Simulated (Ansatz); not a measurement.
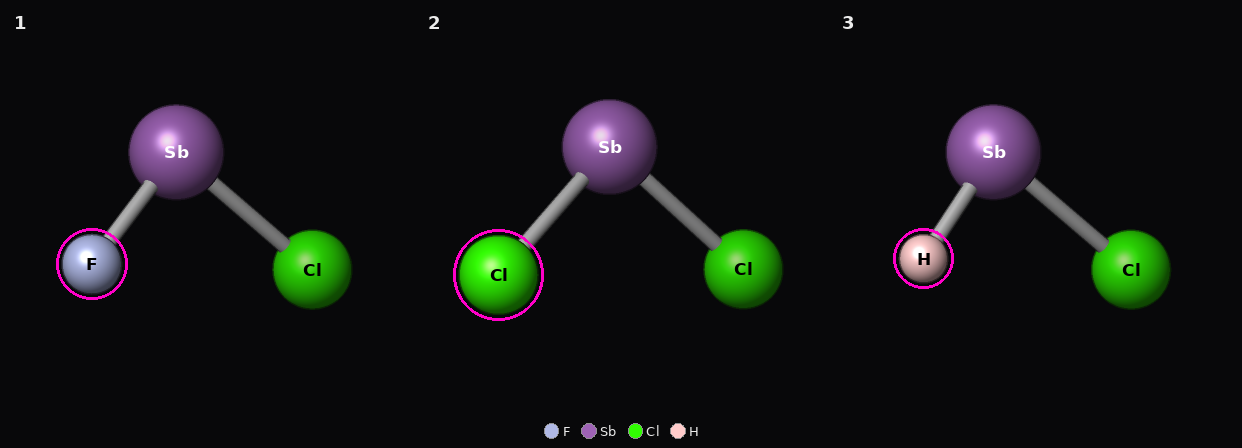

3 molecules with one skeleton, seen from the same side and at one scale; the atom that differs is circled. Each species is neutral and a spin doublet. Computed geometries: PBE0-D4/def2-TZVP optimisations, one conformation each. Properties computed with Ansatz 0.2.0. Elements past Kr carry core potentials.

One atom differs, called X below: F in panel 1, Cl in panel 2, H in panel 3. Their formulas are SbClF (`[F][Sb][Cl]`), SbCl2 (`[Cl][Sb][Cl]`), ClHSb (`[Cl][SbH]`).

Rank them by the length of X–Sb, lowest first (PBE0-D4/def2-TZVP).

3 (H), 1 (F), 2 (Cl).

Rank them by the harmonic zero-point energy, lowest first (PBE0-D4/def2-TZVP).

2 (Cl), 1 (F), 3 (H).

Give the values. With PBE0-D4/def2-TZVP: length of X–Sb (Å), angle X–Sb–Cl (°), dipole moment (D), harmonic zero-point energy (kJ/mol).

```csv
quantity,1 (F),2 (Cl),3 (H)
length of X–Sb (Å),1.911,2.337,1.716
angle X–Sb–Cl (°),96.7,98.6,93.4
dipole moment (D),2.89,2.54,2.23
harmonic zero-point energy (kJ/mol),7.0,5.2,17.6
```
